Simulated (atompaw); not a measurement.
Atompaw 4.2.0.5 input:

```
O 8
GGA-PBE scalarrelativistic loggrid 1500 logderivrange -6 5 276
2 2 0 0 0 0
2 1 2
0 0 0
c
v
v
2
1.95 1.70 1.80 1.80
y
-3.95
n
y
-2.4
n
y
0.05
n
custom rrkj vanderbiltortho besselshape
bessel
1.95
1.95
1.95
1.95
1.40
```

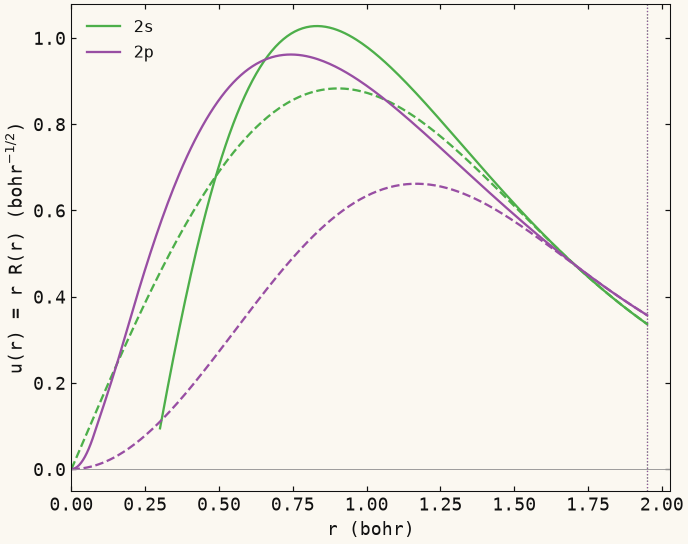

All-electron valence functions (solid) with their pseudo partners (dashed). Dotted lines mark the matching radii. The all-electron curves start outside the innermost oscillations, which aren't drawn.

Pseudo-waves: 2s has no node; 2p has no node.

- Cutoffs needed: 18 Ry and 25 Ry (the cutoffs, on a coarse ladder, from which the occupation-weighted sum of valence levels, in a spherical-Bessel basis at the reference potential, stays within 10 and 1 mRy of its value at 400 Ry)
- Ghost test: no ghost state below the valence levels in the s, p, d, f channels (spherical-Bessel basis up to 400 Ry, 20 bohr box)
- Lowest eigenvalue of the overlap operator: 0.21 (p channel)
- Overlap eigenvalues printed by atompaw (projector basis): 0.0003, 0.048, 6.78, 33.1, 96.1
- Share of each valence orbital outside the PAW sphere: 2s 4 %, 2p 5 %
